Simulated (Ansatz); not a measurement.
The reference is Al₂O₃ in the corundum structure (space group R-3c, No. 167; a = 4.774 Å, c = 13.015 Å (hexagonal axes)). Axes: x lies along a and z along c of the hexagonal cell.

Perturbation: uniaxial strain ε_xx = +3.00 %, all other strain components held at zero, atoms relaxed at fixed cell.

Calculations: PBEsol, PAW, 420 eV (Ansatz, an electronic-structure program; scalar-relativistic without spin-orbit coupling).

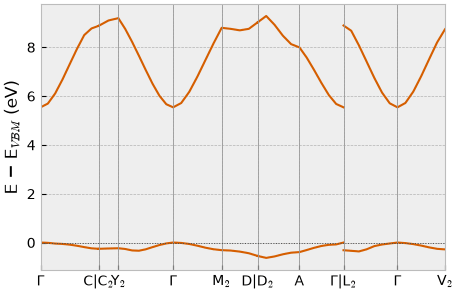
Fig. 1. Highest valence and lowest conduction band along the path of the changed cell's own zone

The gap is 5.54 eV, direct at Γ; the base has 6.03 eV.

Whether these cells are dynamically stable was not tested. Labels are those of the standard path for the cell's own space group.
